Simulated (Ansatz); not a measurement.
# (BP)2(GaN)1 [001] superlattice, started as zinc blende: following an unstable mode, part 2 of 3

Which phase does (BP)2(GaN)1 [001] superlattice, started as zinc blende fall into along its unstable mode, and how much energy does it gain?

Ansatz 0.2.0; DFT LDA, scalar-relativistic, plane waves, PAW.

So far. Step 4 (The mode frozen in, largest atomic shift 0.08 Å): The run ends at a pressure of 0.62 GPa, with forces up to 0.15 eV/Å. Step 5 (Energy along the mode, all amplitudes (two of the runs …): The lowest of the steps tried is at 0.08 Å, 0.233 meV/atom below the parent; the bottom of the well need not coincide with a step.

The structure was built from a prototype and need not be the compound's stable phase.

**6. Relaxing from the distorted cell**

Starting from the lowest point found, all atoms and the cell are let go, so that strain and other modes of the same symmetry can join in.

File input.yaml:

```yaml
crystal:
  lattice:
    - [2.2664111837, 2.2664111837, 0.0]
    - [-2.1931281158, 2.1931281158, 0.0]
    - [2.2297696498, 0.036641534, 6.8744289541]
  atoms:
    - { symbol: B, position: [0.0063612515, 0.9678452064, 0.9872774971] }
    - { symbol: B, position: [0.3426650794, 0.6556302573, 0.3146698413] }
    - { symbol: Ga, position: [0.6449598039, 0.3565899567, 0.7100803921] }
    - { symbol: "N", position: [0.0655034774, 0.4513954715, 0.8689930452] }
    - { symbol: P, position: [0.4257869267, 0.0724720922, 0.1484261467] }
    - { symbol: P, position: [0.7647234611, 0.7354839015, 0.4705530779] }
kpoints:
  mp_grid: { grid: [12, 12, 12] }
hamiltonian:
  xc: lda
scf:
  occupations: { method: methfessel_paxton, width: 0.2 }
output:
  forces: true
  stress: true
  eigenvalues: true
  write_density: true
  write_potential: true
  elf: true
  volumetric_format: npy
relax:
  adjacent_minimum: "off"
  f_tol: 0.002
  max_steps: 120
  cell: { stress_tol: 0.03 }
```

On the command line:

```
ansatz run input.yaml --threads 8 --pin off --max-ram 14336MiB --backend cpu --events-out ev --progress --plain --runs-dir out
```

Numbers of over 12 decimals in the logs are rounded to 6 here.

The log of the run:

```text
[...]
Crystal: 6 atoms, lattice volume = 68.339 Å³
Basis set: ecut = 420 eV, 1331 PW (Γ)
Bands: 23, of which v1, the nominal top of the filled ones, is band 17 counted from 1 (16 counted from 0)
Symmetry: 2 space group operations
[...]
k-points: 476 of 1728 (time reversal used)
[...]
SCF iter   1: F=—  HF=-5833.652127 eV  |F-HF|=—  |Δ(HF+E_count)|=         —  Δρ=9.30e-3  dr2=6.16e-2  ethr=1.77e-3  ⟨swp⟩=6.1  Hψ=57117  notcnv=0
[...]
SCF iter   8: F=-5833.636950 eV  HF=-5833.636950 eV  |F-HF|=3.34e-8  |Δ(HF+E_count)|=   9.97e-8  S|Δr|=    0.00e0  Δρ=5.19e-6  dr2=5.08e-8  ethr=2.94e-10  ⟨swp⟩=13.7  Hψ=83958  notcnv=0
SCF 1 converged in 8 iterations: F = -5833.636950 eV  dr2 = 5.08e-8
[...]
relax step   1: F+E_penalty+E_count = -5833.63695001 eV  Δ(F+E_penalty+E_count) = +0.000e0 eV  max|allowed force component| = 1.481e-1 eV/Å  Δτ_max = 0.0000 Å  P = +0.617 GPa  Ω = 68.339 Å³  (8 SCF iters, dr2 threshold 1.00e-7 eV, accepted)
Crystal: 6 atoms, lattice volume = 68.598 Å³
Basis set: ecut = 420 eV, 1335 PW (Γ)
[...]
iter 1 solved again at ethr=4.99e-6 eV; its pass at ethr=3.10e-3 eV (dr2=1.70e-3 eV) is discarded
[...]
SCF iter   6: F=-5833.642763 eV  HF=-5833.642764 eV  |F-HF|=1.74e-7  |Δ(HF+E_count)|=   3.24e-7  S|Δr|=    0.00e0  Δρ=1.53e-5  dr2=2.25e-7  ethr=1.76e-9  ⟨swp⟩=12.4  Hψ=90700  notcnv=0
SCF 2 converged in 6 iterations: F = -5833.642763 eV  dr2 = 2.25e-7
  Residual-converged pass: ⟨swp⟩=1.0  Hψ=12862  notcnv=0  max |occ|·‖R‖ = 7.0e-9 eV (tolerance 1.0e-8 eV)  dr2=2.25e-7  dr2_onsite=4.87e-8  max |Δocc| = 1.6e-10
relax step   2: F+E_penalty+E_count = -5833.64276347 eV  Δ(F+E_penalty+E_count) = -5.813e-3 eV  max|allowed force component| = 1.206e-1 eV/Å  Δτ_max = 0.0100 Å  P = +0.247 GPa  Ω = 68.598 Å³  energy of the carried Pulay correction = -5.068e-4 eV  (6 SCF iters, dr2 threshold 6.00e-7 eV, accepted)
Crystal: 6 atoms, lattice volume = 68.775 Å³
Basis set: ecut = 420 eV, 1343 PW (Γ)
[...]
SCF iter   5: F=-5833.645599 eV  HF=-5833.645600 eV  |F-HF|=5.64e-7  |Δ(HF+E_count)|=   2.68e-7  S|Δr|=    0.00e0  Δρ=2.35e-5  dr2=3.25e-7  ethr=1.76e-9  ⟨swp⟩=12.5  Hψ=95983  notcnv=0
SCF 3 converged in 5 iterations: F = -5833.645599 eV  dr2 = 3.25e-7
[...]
relax step   3: F+E_penalty+E_count = -5833.64559926 eV  Δ(F+E_penalty+E_count) = -2.836e-3 eV  max|allowed force component| = 1.457e-1 eV/Å  Δτ_max = 0.0072 Å  P = -0.011 GPa  Ω = 68.775 Å³  energy of the carried Pulay correction = -8.534e-4 eV  (5 SCF iters, dr2 threshold 6.00e-7 eV, accepted)
[... from here on, the SCF cycles and remarks between the steps are left out ...]
relax step   4: F+E_penalty+E_count = -5833.66034922 eV  Δ(F+E_penalty+E_count) = -1.475e-2 eV  max|allowed force component| = 3.562e-1 eV/Å  Δτ_max = 0.0414 Å  P = -0.484 GPa  Ω = 69.449 Å³  energy of the carried Pulay correction = -2.163e-3 eV  (7 SCF iters, dr2 threshold 6.00e-7 eV, accepted)
relax step   5: F+E_penalty+E_count = -5833.77254259 eV  Δ(F+E_penalty+E_count) = -1.122e-1 eV  max|allowed force component| = 9.711e-1 eV/Å  Δτ_max = 0.1560 Å  P = -0.115 GPa  Ω = 71.533 Å³  energy of the carried Pulay correction = -6.129e-3 eV  (7 SCF iters, dr2 threshold 6.00e-7 eV, accepted)
relax step   6: F+E_penalty+E_count = -5833.81103536 eV  Δ(F+E_penalty+E_count) = -3.849e-2 eV  max|allowed force component| = 1.194e0 eV/Å  Δτ_max = 0.1647 Å  P = +2.213 GPa  Ω = 73.608 Å³  energy of the carried Pulay correction = -9.964e-3 eV  (7 SCF iters, dr2 threshold 6.00e-7 eV, accepted)
relax step   7: F+E_penalty+E_count = -5833.85542431 eV  Δ(F+E_penalty+E_count) = -4.439e-2 eV  max|allowed force component| = 2.806e0 eV/Å  Δτ_max = 0.0782 Å  P = +6.008 GPa  Ω = 72.199 Å³  energy of the carried Pulay correction = -7.372e-3 eV  (6 SCF iters, dr2 threshold 6.00e-7 eV, accepted)
relax step   8: F+E_penalty+E_count = -5834.07296013 eV  Δ(F+E_penalty+E_count) = -2.175e-1 eV  max|allowed force component| = 9.024e-1 eV/Å  Δτ_max = 0.1881 Å  P = -0.457 GPa  Ω = 76.474 Å³  energy of the carried Pulay correction = -1.508e-2 eV  (7 SCF iters, dr2 threshold 6.00e-7 eV, accepted)
relax step   9: F+E_penalty+E_count = -5833.89655750 eV  Δ(F+E_penalty+E_count) = +1.764e-1 eV  max|allowed force component| = 1.111e0 eV/Å  Δτ_max = 0.1954 Å  P = -1.114 GPa  Ω = 73.816 Å³  energy of the carried Pulay correction = -1.034e-2 eV  (7 SCF iters, dr2 threshold 6.00e-7 eV, rejected (line search))
relax step  10: F+E_penalty+E_count = -5834.10763807 eV  Δ(F+E_penalty+E_count) = -3.468e-2 eV  max|allowed force component| = 3.727e-1 eV/Å  Δτ_max = 0.0903 Å  P = -0.003 GPa  Ω = 76.388 Å³  energy of the carried Pulay correction = -1.493e-2 eV  (10 SCF iters, accepted)
relax step  11: F+E_penalty+E_count = -5834.11914930 eV  Δ(F+E_penalty+E_count) = -1.151e-2 eV  max|allowed force component| = 1.266e-1 eV/Å  Δτ_max = 0.0528 Å  P = -0.595 GPa  Ω = 77.407 Å³  energy of the carried Pulay correction = -1.670e-2 eV  (6 SCF iters, dr2 threshold 6.00e-7 eV, accepted)
relax step  12: F+E_penalty+E_count = -5834.12318344 eV  Δ(F+E_penalty+E_count) = -4.034e-3 eV  max|allowed force component| = 8.862e-2 eV/Å  Δτ_max = 0.0251 Å  P = +0.034 GPa  Ω = 76.924 Å³  energy of the carried Pulay correction = -1.586e-2 eV  (5 SCF iters, dr2 threshold 6.00e-7 eV, accepted)
relax step  13: F+E_penalty+E_count = -5834.12304025 eV  Δ(F+E_penalty+E_count) = +1.432e-4 eV  max|allowed force component| = 5.053e-2 eV/Å  Δτ_max = 0.0343 Å  P = +0.048 GPa  Ω = 77.206 Å³  energy of the carried Pulay correction = -1.635e-2 eV  (6 SCF iters, dr2 threshold 4.91e-7 eV, accepted)
relax step  14: F+E_penalty+E_count = -5834.12374562 eV  Δ(F+E_penalty+E_count) = -7.054e-4 eV  max|allowed force component| = 1.595e-2 eV/Å  Δτ_max = 0.0071 Å  P = -0.055 GPa  Ω = 77.242 Å³  energy of the carried Pulay correction = -1.642e-2 eV  (5 SCF iters, dr2 threshold 6.00e-7 eV, accepted)
relax step  15: F+E_penalty+E_count = -5834.12388407 eV  Δ(F+E_penalty+E_count) = -1.385e-4 eV  max|allowed force component| = 2.692e-3 eV/Å  Δτ_max = 0.0026 Å  P = -0.012 GPa  Ω = 77.203 Å³  energy of the carried Pulay correction = -1.635e-2 eV  (5 SCF iters, dr2 threshold 5.09e-8 eV, accepted)
[...]
relax step  23: F+E_penalty+E_count = -5834.19795490 eV  Δ(F+E_penalty+E_count) = -4.075e-5 eV  max|allowed force component| = 3.643e-3 eV/Å  Δτ_max = 0.0095 Å  P = -0.003 GPa  Ω = 78.983 Å³  energy of the carried Pulay correction = -3.089e-3 eV  (10 SCF iters, accepted)
relax step  24: F+E_penalty+E_count = -5834.19792502 eV  Δ(F+E_penalty+E_count) = +2.989e-5 eV  max|allowed force component| = 1.161e-2 eV/Å  Δτ_max = 0.0059 Å  P = -0.019 GPa  Ω = 79.000 Å³  energy of the carried Pulay correction = -3.120e-3 eV  (7 SCF iters, dr2 threshold 8.30e-10 eV, accepted)
relax step  25: F+E_penalty+E_count = -5834.19792883 eV  Δ(F+E_penalty+E_count) = -3.815e-6 eV  max|allowed force component| = 1.863e-2 eV/Å  Δτ_max = 0.0010 Å  P = +0.025 GPa  Ω = 78.998 Å³  energy of the carried Pulay correction = -3.122e-3 eV  (5 SCF iters, dr2 threshold 1.96e-8 eV, accepted)
relax step  26: F+E_penalty+E_count = -5834.19793482 eV  Δ(F+E_penalty+E_count) = -5.986e-6 eV  max|allowed force component| = 2.168e-4 eV/Å  Δτ_max = 0.0010 Å  P = -0.001 GPa  Ω = 79.000 Å³  energy of the carried Pulay correction = -3.123e-3 eV  (4 SCF iters, dr2 threshold 2.17e-8 eV, accepted)
relax step  27: F+E_penalty+E_count = -5834.20444978 eV  Δ(F+E_penalty+E_count) = -6.515e-3 eV  max|allowed force component| = 1.642e-3 eV/Å  Δτ_max = 0.0000 Å  P = +0.101 GPa  Ω = 79.000 Å³  stress off target by 2.82e-1 GPa  SCF on the basis re-selected at this cell (its energy is not comparable with the rows above)  (7 SCF iters)
relax step  28: F+E_penalty+E_count = -5834.20501886 eV  Δ(F+E_penalty+E_count) = -5.691e-4 eV  max|allowed force component| = 2.775e-3 eV/Å  Δτ_max = 0.0239 Å  P = +0.017 GPa  Ω = 79.119 Å³  energy of the carried Pulay correction = -1.940e-4 eV  (6 SCF iters, dr2 threshold 1.99e-7 eV, accepted)
relax step  29: F+E_penalty+E_count = -5834.20510257 eV  Δ(F+E_penalty+E_count) = -8.370e-5 eV  max|allowed force component| = 1.444e-2 eV/Å  Δτ_max = 0.0121 Å  P = +0.002 GPa  Ω = 79.146 Å³  energy of the carried Pulay correction = -2.397e-4 eV  (7 SCF iters, dr2 threshold 7.62e-9 eV, accepted)
relax step  30: F+E_penalty+E_count = -5834.20511697 eV  Δ(F+E_penalty+E_count) = -1.440e-5 eV  max|allowed force component| = 2.675e-2 eV/Å  Δτ_max = 0.0085 Å  P = -0.028 GPa  Ω = 79.158 Å³  energy of the carried Pulay correction = -2.636e-4 eV  (6 SCF iters, dr2 threshold 1.30e-8 eV, accepted)
relax step  31: F+E_penalty+E_count = -5834.20513469 eV  Δ(F+E_penalty+E_count) = -1.772e-5 eV  max|allowed force component| = 4.084e-4 eV/Å  Δτ_max = 0.0009 Å  P = -0.001 GPa  Ω = 79.156 Å³  energy of the carried Pulay correction = -2.601e-4 eV  (4 SCF iters, dr2 threshold 4.47e-8 eV, accepted)
relax step  32: F+E_penalty+E_count = -5834.20559907 eV  Δ(F+E_penalty+E_count) = -4.644e-4 eV  max|allowed force component| = 2.949e-4 eV/Å  Δτ_max = 0.0000 Å  P = +0.003 GPa  Ω = 79.156 Å³  stress off target by 3.70e-2 GPa  SCF on the basis re-selected at this cell (its energy is not comparable with the rows above)  (6 SCF iters)
relax step  33: F+E_penalty+E_count = -5834.20562348 eV  Δ(F+E_penalty+E_count) = -2.441e-5 eV  max|allowed force component| = 3.155e-4 eV/Å  Δτ_max = 0.0053 Å  P = +0.001 GPa  Ω = 79.160 Å³  energy of the carried Pulay correction = -7.093e-6 eV  (6 SCF iters, dr2 threshold 3.42e-9 eV, accepted)
relax step  34: F+E_penalty+E_count = -5834.20562405 eV  Δ(F+E_penalty+E_count) = -5.697e-7 eV  max|allowed force component| = 5.998e-3 eV/Å  Δτ_max = 0.0041 Å  P = -0.008 GPa  Ω = 79.163 Å³  energy of the carried Pulay correction = -1.167e-5 eV  (8 SCF iters, accepted)
relax step  35: F+E_penalty+E_count = -5834.20562584 eV  Δ(F+E_penalty+E_count) = -1.783e-6 eV  max|allowed force component| = 4.248e-3 eV/Å  Δτ_max = 0.0005 Å  P = +0.002 GPa  Ω = 79.162 Å³  energy of the carried Pulay correction = -9.471e-6 eV  (4 SCF iters, dr2 threshold 2.25e-9 eV, rejected (line search))
relax step  36: F+E_penalty+E_count = -5834.20562747 eV  Δ(F+E_penalty+E_count) = -3.418e-6 eV  max|allowed force component| = 1.022e-4 eV/Å  Δτ_max = 0.0002 Å  P = -0.000 GPa  Ω = 79.161 Å³  energy of the carried Pulay correction = -9.146e-6 eV  (6 SCF iters, accepted)
[...]
SCF iter   1: F=—  HF=-5834.205643 eV  |F-HF|=—  |Δ(HF+E_count)|=         —  Δρ=7.20e-5  dr2=9.24e-8  ethr=5.71e-7  ⟨swp⟩=3.7  Hψ=88224  notcnv=0
eigensolver tolerance schedule: the retry pair's looser diagonalisation over-reported the residual by 2100.54 of it (diagonalisation noise at 0.63 of the residual, at the tolerance the schedule requests for it); recorded, not acted on — ethr = c·dr2/N_el stays at c = 1.0e-1
SCF iter   2: F=—  HF=-5834.205646 eV  |F-HF|=—  |Δ(HF+E_count)|=   3.07e-6  S|Δr|=    0.00e0  Δρ=3.64e-5  dr2=2.38e-8  ethr=2.72e-10  ⟨swp⟩=3.3  Hψ=21992  notcnv=0
[...]
SCF iter   5: F=-5834.205647 eV  HF=-5834.205647 eV  |F-HF|=4.55e-12  |Δ(HF+E_count)|=  1.09e-11  S|Δr|=    0.00e0  Δρ=1.58e-7  dr2=1.09e-11  ethr=1.00e-12  ⟨swp⟩=9.6  Hψ=63377  notcnv=0
SCF 37 converged in 5 iterations: F = -5834.205647 eV  dr2 = 1.09e-11
relax step  37: F+E_penalty+E_count = -5834.20564728 eV  Δ(F+E_penalty+E_count) = -1.981e-5 eV  max|allowed force component| = 8.372e-5 eV/Å  Δτ_max = 0.0000 Å  P = +0.000 GPa  Ω = 79.161 Å³  stress off target by 6.80e-3 GPa  SCF on the basis re-selected at this cell (its energy is not comparable with the rows above)  (5 SCF iters)
[...]
SCF converged after 5 iterations
[...]
Free energy (F): -5834.205647 eV
[...]
Internal energy: -5834.206724 eV  (E = F + TS)
E sigma→0 (E₀):  -5834.205917 eV
Entropy (-TS):   0.001077 eV (0.180 meV/atom)
Fermi energy:    8.451170 eV
Step filling:    the computed levels leave a gap of 0.2932 eV = 1.5 smearing widths at the electron count; against every level under it full and every level over it empty, smearing changes F+E_penalty+E_count by +0.354 meV and its σ→0 estimate by +0.084 meV
[...]
--- Forces (eV/Å), atoms counted from 1 ---
  atom   1  B     -0.00004212     0.00004212    -0.00002861
  atom   2  B     -0.00005555     0.00005555     0.00008343
  atom   3  Ga     0.00001375    -0.00001375    -0.00002112
  atom   4  N      0.00001462    -0.00001462     0.00000561
  atom   5  P      0.00004203    -0.00004203    -0.00003418
  atom   6  P      0.00002706    -0.00002706    -0.00000688
  max |Σ_I F_I| component: 1.75e-6 eV/Å
--- Stress (GPa, compression-positive) ---
       -0.000760       0.000338       0.004527
        0.000338      -0.000760      -0.004527
        0.004527      -0.004527       0.001604
  P = ⅓ Tr σ = 0.0000 GPa (0.000 kbar)
--- Band table (eV; the first three rows and the last of 476) ---
  k-point 0: bands = [... 13 lower, 5.3211, 6.4553, 7.2285, 7.5000, 8.5187, 10.0658, 11.4031, 11.6507, ... 2 higher]
  k-point 1: bands = [... 13 lower, 5.2732, 6.3950, 7.2947, 7.4630, 8.5381, 10.0585, 11.2061, 11.7487, ... 2 higher]
  k-point 2: bands = [... 13 lower, 5.1501, 6.2254, 7.3609, 7.4705, 8.5901, 10.0376, 10.9603, 11.5107, ... 2 higher]
  k-point 475: bands = [... 13 lower, 3.1370, 3.5912, 4.2729, 4.6377, 8.8673, 10.2681, 10.6668, 10.7482, ... 2 higher]
--- Relaxed structure (33 steps of the walk, 29 accepted, 4 SCFs on fresh bases) ---
  F+E_penalty+E_count = -5834.20564728 eV   max|allowed force component| = 8.372e-5 eV/Å   (the final SCF, on the basis selected at the relaxed cell)
  cell:  # Å, volume = 79.1615 Å³
    - [2.255874, 2.255874, -1.6407755575567413e-11]
    - [-2.425648, 2.425648, -0.397284]
    - [2.963411, -0.707537, 7.533999]
  atoms:
    - { symbol: B, position: [-0.00870496, 0.807736, 1.017410] }
    - { symbol: B, position: [0.338333, 0.613518, 0.323335] }
    - { symbol: Ga, position: [0.657205, 0.474814, 0.685591] }
    - { symbol: N, position: [0.086313, 0.616712, 0.827373] }
    - { symbol: P, position: [0.414994, -0.039378, 0.170013] }
    - { symbol: P, position: [0.761861, 0.766014, 0.476279] }
```

Wall time 6.6 min (8 threads of Arm Neoverse V2, shared host); peak memory 1.1 GiB; 52 min of CPU time.

Relaxation path (22 of 37):

| step | energy less that of the first step (eV) | largest force component (eV/Å) | pressure (GPa) | volume (Å³) |
| --- | --- | --- | --- | --- |
| 1 | 0.0000 | 0.1481 | 0.62 | 68.34 |
| 3 | -0.0086 | 0.1457 | -0.01 | 68.78 |
| 4 | -0.0234 | 0.3562 | -0.48 | 69.45 |
| 6 | -0.1741 | 1.1937 | 2.21 | 73.61 |
| 8 | -0.4360 | 0.9024 | -0.46 | 76.47 |
| 10 | -0.4707 | 0.3727 | 0.00 | 76.39 |
| 11 | -0.4822 | 0.1266 | -0.59 | 77.41 |
| 13 | -0.4861 | 0.0505 | 0.05 | 77.21 |
| 15 | -0.4869 | 0.0027 | -0.01 | 77.20 |
| 16 | -0.4870 | 0.0005 | 0.00 | 77.19 |
| 18 | -0.5577 | 0.0500 | 0.23 | 78.34 |
| 20 | -0.5603 | 0.0092 | 0.02 | 78.78 |
| 22 | -0.5331 | 0.6367 | 1.51 | 78.42 |
| 23 | -0.5610 | 0.0036 | 0.00 | 78.98 |
| 25 | -0.5610 | 0.0186 | 0.02 | 79.00 |
| 27* | -0.5675 | 0.0016 | 0.10 | 79.00 |
| 28 | -0.5681 | 0.0028 | 0.02 | 79.12 |
| 30 | -0.5682 | 0.0268 | -0.03 | 79.16 |
| 32* | -0.5686 | 0.0003 | 0.00 | 79.16 |
| 34 | -0.5687 | 0.0060 | -0.01 | 79.16 |
| 35 | -0.5687 | 0.0042 | 0.00 | 79.16 |
| 37* | -0.5687 | 0.0001 | 0.00 | 79.16 |

Relaxation steps marked * repeat the geometry before them on a plane-wave basis chosen anew for their cell, so energy and pressure can jump there. Other such steps can lie between the rows shown. Relaxation steps 9, 19, 22, 35 were tried and not accepted.

Forces are held to the 2 operations that the run works with; a distortion that breaks them can't arise in this run.

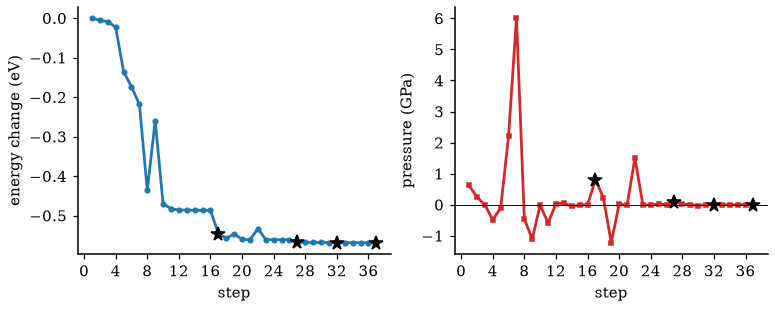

Energy and pressure along the relaxation. Stars mark steps on a basis chosen anew.

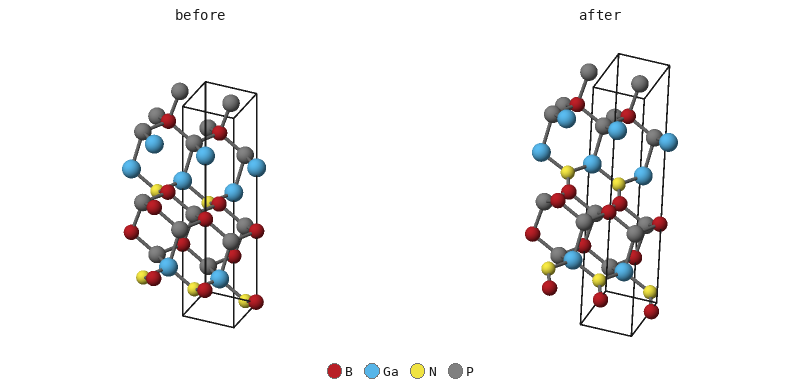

Before and after, at one scale.

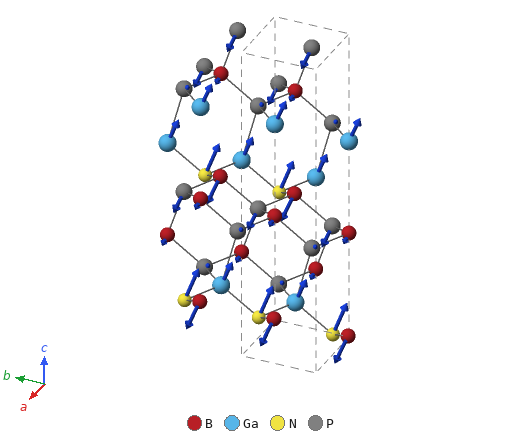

Displacements in the relaxation, exaggerated, measured against the changing cell; the longest in the cell stands for 0.77 Å. 1×2×1 conventional cells are drawn. Some periodic images of atoms are drawn too.

| cell as run | before | after | change |
| --- | --- | --- | --- |
| a (Å) | 3.205 | 3.190 | -0.5 % |
| b (Å) | 3.102 | 3.453 | +11.3 % |
| c (Å) | 7.227 | 8.127 | +12.4 % |
| α (°) | 102.39 | 115.08 | +12.4 % |
| β (°) | 77.19 | 78.68 | +1.9 % |
| volume (Å³/atom) | 11.39 | 13.19 | +15.8 % |

The atoms that moved most (Å, as changes of fractional coordinates times the final cell):

| atom | dx | dy | dz | length |
| --- | --- | --- | --- | --- |
| N4 | -0.477 | 0.477 | -0.379 | 0.774 |
| B1 | 0.444 | -0.444 | 0.291 | 0.691 |
| Ga3 | -0.332 | 0.332 | -0.231 | 0.523 |
| P5 | 0.311 | -0.311 | 0.207 | 0.486 |
| B2 | 0.118 | -0.118 | 0.082 | 0.186 |
| P6 | -0.064 | 0.064 | 0.031 | 0.095 |

The relaxed structure:

```cif
data_structure
_symmetry_space_group_name_H-M 'P 1'
_symmetry_Int_Tables_number 1
_cell_length_a 3.1903
_cell_length_b 3.4533
_cell_length_c 8.1267
_cell_angle_alpha 115.084
_cell_angle_beta 78.680
_cell_angle_gamma 90.000
_cell_volume 79.16
loop_
_atom_site_label
_atom_site_type_symbol
_atom_site_fract_x
_atom_site_fract_y
_atom_site_fract_z
_atom_site_occupancy
B1 B 0.99130 0.80774 0.01741 1
B2 B 0.33833 0.61352 0.32333 1
Ga3 Ga 0.65720 0.47481 0.68559 1
N4 N 0.08631 0.61671 0.82737 1
P5 P 0.41499 0.96062 0.17001 1
P6 P 0.76186 0.76601 0.47628 1
```

This step gave:

| Item | Value |
| --- | --- |
| pressure | 2.77e-5 GPa |
| volume per atom | 13.19 Å³ |
| gap on the k-mesh | 0.2932 eV |

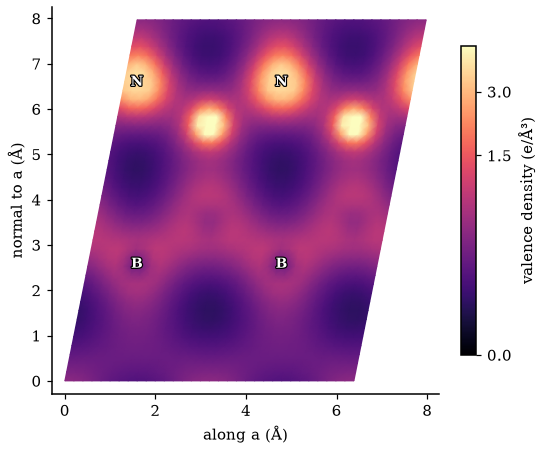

Valence density in the ac plane of the cell as run, not the conventional one, at fractional y = 0.614, with atoms of B and N within 0.2 Å of it. It is the smooth field of the valence electrons, not physical close to the nuclei. The colour scale is stretched toward low values.

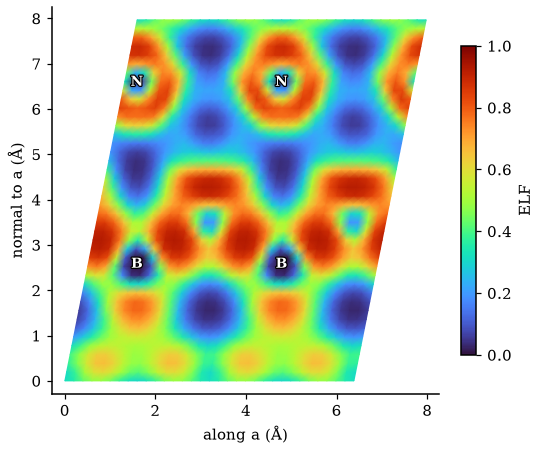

ELF in the ac plane of the cell as run, not the conventional one, at fractional y = 0.614, with atoms of B and N within 0.2 Å of it. It is the smooth field of the valence electrons, not physical close to the nuclei.

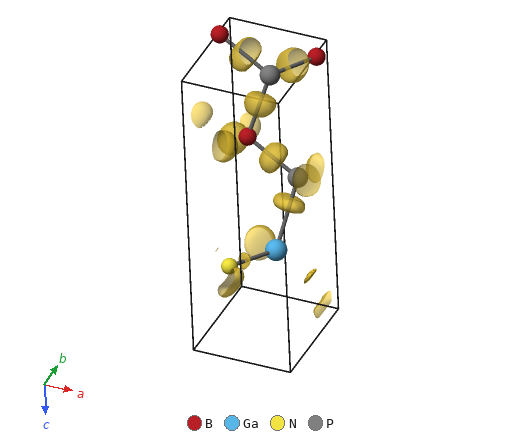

Surface of ELF = 0.85. Drawn on the cell as run, not the conventional one.

[end of part 2 of 3]

[Logs are printed without paths, hosts, clocks, repeated set-up lines and the standing remarks that a program may print on its own settings, such as how far it seeks lower states.]

[Hosts, paths, dates, database ids (printed as entryN), source tags and the programs' standing remarks are cut or masked in the printed files.]
